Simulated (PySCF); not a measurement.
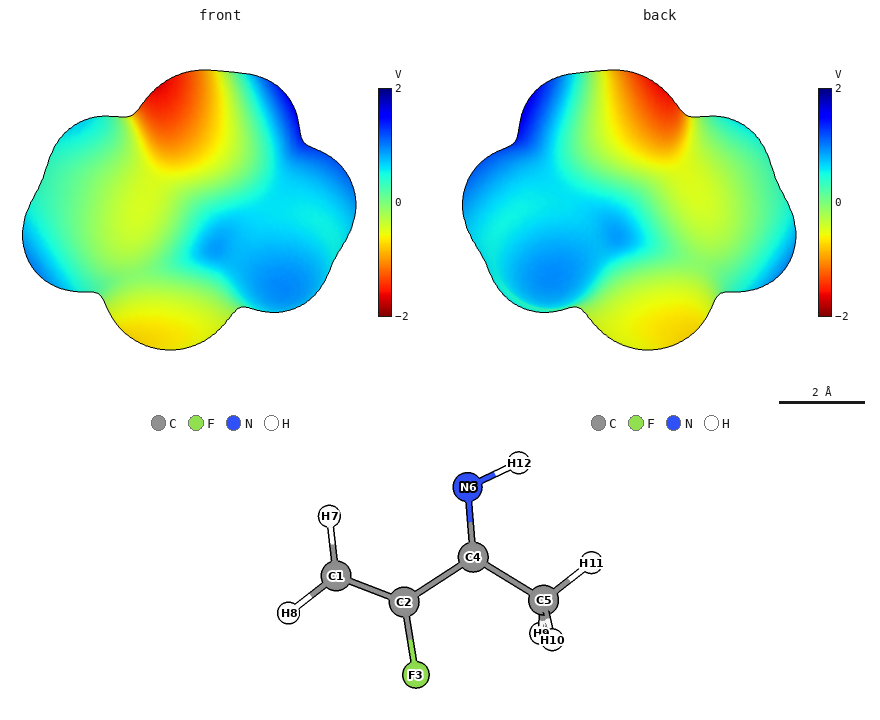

Figure 1: C4H6FN (SMILES [H]/N=C(\C)C(=C)F). The electrostatic potential painted on the density surface at 0.002 e/bohr³, seen from the front and from behind; red is negative and blue positive. The bare structure is drawn below in the same view.

Geometry: PBE0-D3(BJ)/def2-SVP.

Theory: CAM-B3LYP/def2-SVPD, SCF density, gas phase (PySCF).

```xyz
12

C     2.1938    0.4276   -0.3067
C     1.0010   -0.1532   -0.4079
F     0.8370   -1.2617   -1.1432
C    -0.2556    0.3113    0.2396
C    -1.4835   -0.4983   -0.0643
N    -0.1971    1.3412    0.9853
H     2.2774    1.3244    0.3064
H     3.0637    0.0172   -0.8208
H    -1.3414   -1.5487    0.2328
H    -1.6853   -0.5061   -1.1468
H    -2.3572   -0.0896    0.4612
H    -1.1229    1.5578    1.3644
```

Question: Which sites attract a positive test charge, and which a negative one?

Answer: A positive charge is drawn to the negative regions and a negative charge to the positive ones. The most negative region (about −1.6 V) lies over N6, the most positive (about +1.5 V) over H12. N6 is the likeliest acceptor of a hydrogen bond.

Question: What dipole moment does the calculation give?

Answer: Its dipole moment is 1.43 D.
